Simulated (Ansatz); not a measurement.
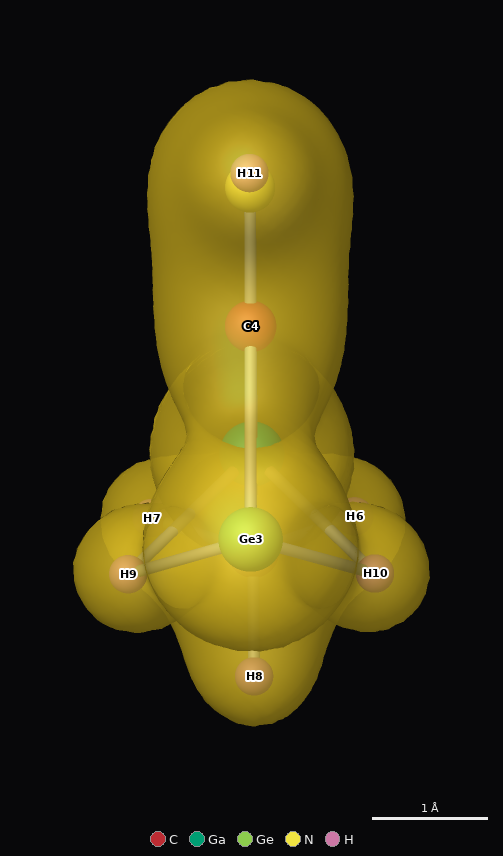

Figure. C₂H₆GaGeN. Isosurface of the total electron density at 0.4 e/Å³ (yellow), seen at an oblique angle.

Geometry: PBE0-D4/def2-TZVP.

The calculation used RKS PBE0-D4/def2-TZVPP (Ansatz).

```json
{"atom": "C", "x (Å)": "-1.7533", "y (Å)": "0.0924", "z (Å)": "1.3392"}
{"atom": "Ga", "x (Å)": "-0.2740", "y (Å)": "-0.1413", "z (Å)": "0.0848"}
{"atom": "Ge", "x (Å)": "1.9668", "y (Å)": "1.1038", "z (Å)": "-0.5367"}
{"atom": "C", "x (Å)": "1.0526", "y (Å)": "-0.6210", "z (Å)": "-1.2565"}
{"atom": "N", "x (Å)": "1.2653", "y (Å)": "-1.5067", "z (Å)": "-2.1178"}
{"atom": "H", "x (Å)": "-1.8264", "y (Å)": "-0.7794", "z (Å)": "1.9913"}
{"atom": "H", "x (Å)": "-2.6907", "y (Å)": "0.1938", "z (Å)": "0.7898"}
{"atom": "H", "x (Å)": "-1.5896", "y (Å)": "0.9847", "z (Å)": "1.9439"}
{"atom": "H", "x (Å)": "0.3233", "y (Å)": "1.5958", "z (Å)": "-0.5393"}
{"atom": "H", "x (Å)": "1.3816", "y (Å)": "0.4238", "z (Å)": "0.9252"}
{"atom": "H", "x (Å)": "2.1444", "y (Å)": "-1.3459", "z (Å)": "-2.6238"}
```

Question: Which contacts does the surface bridge?

Answer: At this value the surface is in one piece. It bridges the sampled C–N (1.25 Å), C–Ga (1.95 Å) and C–Ge (2.08 Å) contacts, where the density stays above the isovalue. It is pinched off along the sampled Ga–Ge (2.64 Å) contacts. On the grid the lowest density along these lines, outside the cores, is 2.7 e/Å³ (C–N, 1.25 Å), 0.79 e/Å³ (C–Ga, 1.95 Å), 0.69 e/Å³ (C–Ge, 2.08 Å) and 0.29 e/Å³ (Ga–Ge, 2.64 Å).
